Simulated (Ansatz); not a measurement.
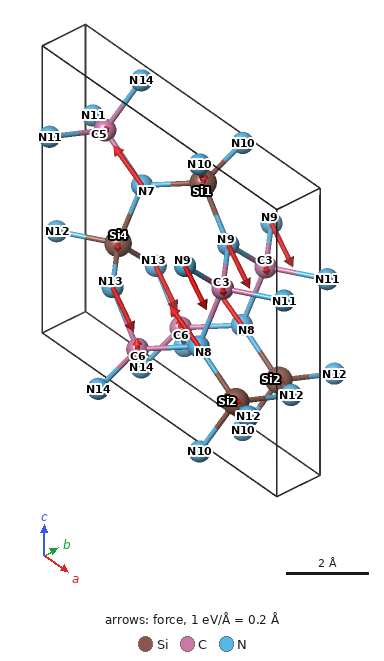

Starting geometry of a crystal of Si3C3N8 (built on the beta-nitride host type) with the computed forces as red arrows. The picture is a ball-and-stick view of the cell of the calculation, seen slightly off an axis.

These are results of DFT, PBE, plane waves, PAW (Ansatz), not measurements.

Input file:
```yaml
crystal:
  lattice:
    - [7.24160027, 0.0, 0.0]
    - [0.0, 2.76654185, 0.0]
    - [-3.62080013, 0.0, 6.2714098]
  atoms:
    - { symbol: Si, position: [0.59386372, 0.5, 0.82494615] }
    - { symbol: Si, position: [0.82494615, 0.0, 0.23108243] }
    - { symbol: C, position: [0.76891757, 0.0, 0.59386372] }
    - { symbol: Si, position: [0.23108243, 0.5, 0.40613628] }
    - { symbol: C, position: [0.17505385, 0.5, 0.76891757] }
    - { symbol: C, position: [0.40613628, 0.0, 0.17505385] }
    - { symbol: "N", position: [0.33333334, 0.5, 0.66666667] }
    - { symbol: "N", position: [0.66666666, 0.0, 0.33333333] }
    - { symbol: "N", position: [0.70065891, 0.5, 0.6698534] }
    - { symbol: "N", position: [0.6698534, 0.0, 0.96919449] }
    - { symbol: "N", position: [0.03080551, 0.0, 0.70065891] }
    - { symbol: "N", position: [0.96919449, 0.5, 0.29934109] }
    - { symbol: "N", position: [0.29934109, 0.0, 0.3301466] }
    - { symbol: "N", position: [0.3301466, 0.5, 0.03080551] }
kpoints:
  mp_grid: { grid: [4, 8, 4] }
hamiltonian:
  xc: pbe
scf:
  occupations: { method: fermi_dirac, width: 0.02 }
relax:
  f_tol: 0.005
  cell: {}
```

### Is this structure relaxed? If not, where do the atoms go?

It isn't relaxed: the largest force vector, on N atoms, is 6.17 eV/Å. The final displacements follow the starting forces only in part (cosine between the two patterns 0.72). N13 moves most relative to the cell: 0.19 Å roughly along −c. Largest moves by element: N 0.19 Å, Si 0.09 Å, C 0.09 Å. Cell: a 7.242 → 7.072 Å (−2.3 %), b 2.767 → 2.730 Å (−1.3 %), c 7.242 → 7.176 Å (−0.9 %), β 120.0° → 121.2°. Volume −5.7 %. Some distances before and after: C6–N13 1.652 → 1.428 Å, C6–N8 1.646 → 1.463 Å, C5–N7 1.646 → 1.492 Å, C3–N11 1.652 → 1.521 Å. Among the angles between lasting bonds that change: Si1–N7–Si4 120.0° → 105.0°, N7–Si4–N12 106.8° → 93.1°, N8–C3–N11 106.8° → 118.8°. The space group stays Pm (No. 6). Over 13 accepted moves (16 points after the start) the energy falls by 2.488 eV per cell of the calculation. Largest force component: 5.7 eV/Å at the start, 0.0049 eV/Å at the end. The pressure goes from −5.99 to −0.01 GPa. The line search rejected the trial step at point 10 of the run. The SCF was repeated twice at an unchanged geometry on a basis and grid sized afresh for the cell, which shifted the energy by 23.2 meV per cell of the calculation at most.
